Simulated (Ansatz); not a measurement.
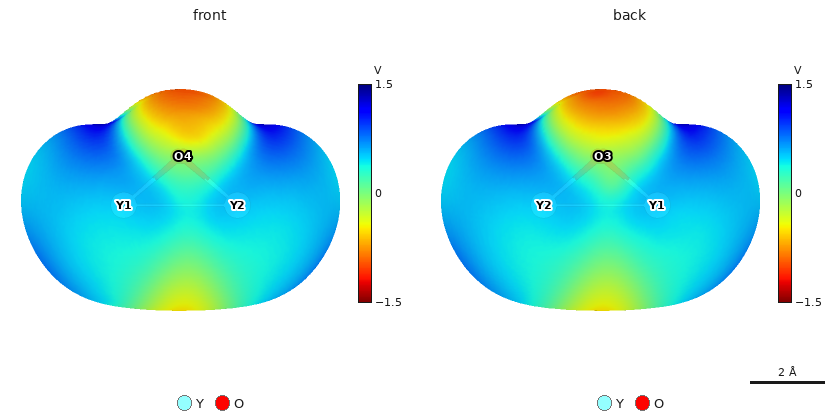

Figure. O$_{2}$Y$_{2}$ (triplet). The electrostatic potential painted on the density surface at 0.001 e/bohr³, seen from the front and from behind; the colour scale runs from red (negative) to blue (positive).

Geometry: PBE0-D4/def2-TZVP; ⟨S²⟩ = 2.07, above the pure value of 2.00; core potentials replace the inner electrons of Y.

Level of theory: Ansatz 0.2.0, UKS PBE0-D4/def2-TZVP.

```yaml
atoms:
  - { symbol: Y, position_ang: [-0.1745, -0.9331, 1.4069] }
  - { symbol: Y, position_ang: [-0.1994, -0.3229, -1.6542] }
  - { symbol: O, position_ang: [-0.5155, 0.8281, 0.1692] }
  - { symbol: O, position_ang: [0.8894, 0.4280, 0.0780] }
```

Describe the electrostatic potential map.

The most negative region (about −1.0 V) lies over O3 and O4, the most positive (about +1.3 V) over Y1 and Y2.
